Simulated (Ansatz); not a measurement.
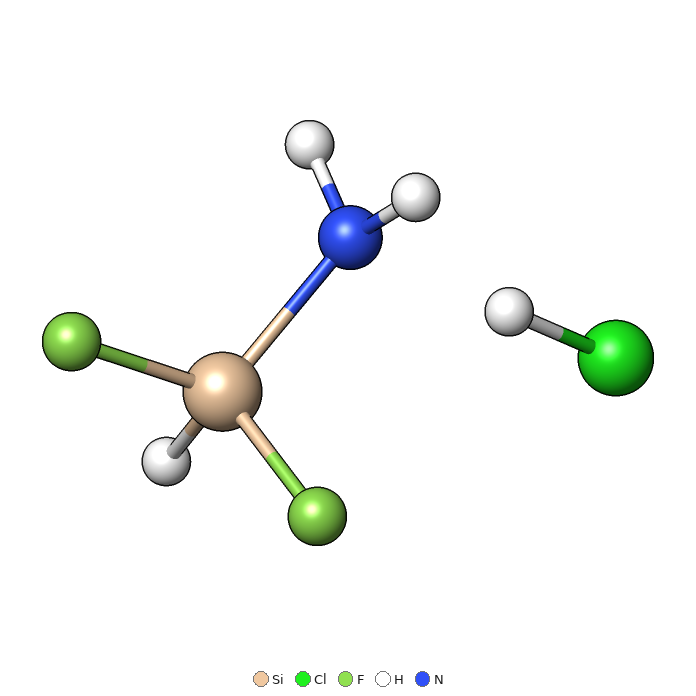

Harmonic vibrations computed with RKS PBE0-D4/def2-TZVP (Ansatz 0.2.0) at a stationary point of the same level.

> Minimum or transition state?

A minimum: no imaginary frequency, and the lowest mode lies at 27 cm⁻¹.

> List the wavenumbers.

21 modes: 27, 38, 127, 217, 280, 328, 373, 534, 659, 710, 766, 828, 853, 888, 946, 990, 1581, 2333, 2549, 3561, 3649 cm⁻¹.
